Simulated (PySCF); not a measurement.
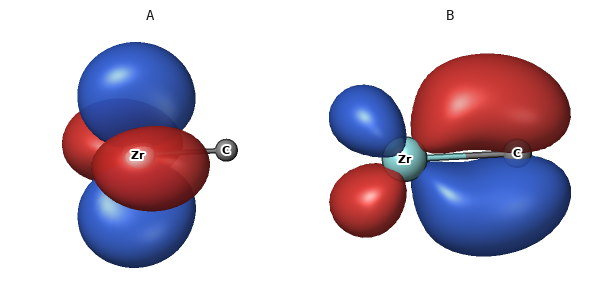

The picture shows: ZrC (triplet). Two frontier α-spin orbitals, each drawn at the value that holds 80 % of its norm (blue and red are the two phases), in no order; of a degenerate pair one member is drawn.

Core potentials replace the inner electrons of Zr.

Computed with PBE0/def2-TZVPP, non-relativistic Hamiltonian with scalar-relativistic core potentials where named, at a bond length of 1.781 Å in PySCF.

Label each orbital by symmetry, say whether it is occupied, and order them by energy.

Answer. Orbital B: π, occupied in this spin, −6.29 eV; bonding, with no node between the atoms.
Orbital A: δ, empty in this spin, −2.22 eV; almost wholly on Zr.
